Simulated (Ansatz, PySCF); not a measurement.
Pulling on the C3–H4 bond in CH4Be (SMILES [BeH][CH3]) (multiplicity 1 held, fragments rigid). Energies count from the point at 1.095 Å.
Geometry at that point (charge 0, multiplicity 1):
```xyz
6

Be    -0.9385    -0.4948    -0.1342
H     -2.1072    -1.1109    -0.3012
C      0.5312     0.2800     0.0759
H      1.0155    -0.0062     1.0158
H      0.4218     1.3697     0.0949
H      1.2371     0.0463    -0.7283
```

Unrestricted levels (U-) break spin symmetry where that is lower. Active spaces are followed from a long bond inwards. Levels need not reach the same state.

Frozen-core correlation. Rows in 6-31G* carry no dispersion term and start afresh at each structure (6-31G* with six Cartesian d functions).

The values were computed with Ansatz (Gaussian basis) for Hartree–Fock, density functionals and correlated methods; PySCF for 6-31G* rows. Values without a source in brackets are computed.

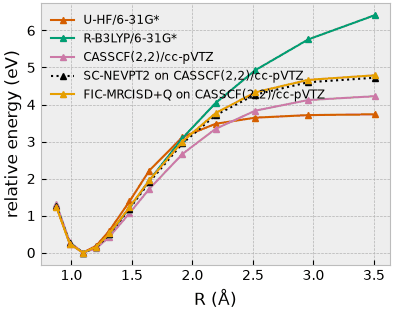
Figure: Relative energy along the coordinate

Question: Read off the U-HF/6-31G* curve at R = 2.957.

Answer: about 3.7 eV

Doubts at one or more of the structures used: a spin-contaminated determinant (U-HF/6-31G*); a restricted determinant that unrestricted orbitals would lower (R-B3LYP/6-31G*).

Ansatz is a first-principles code.
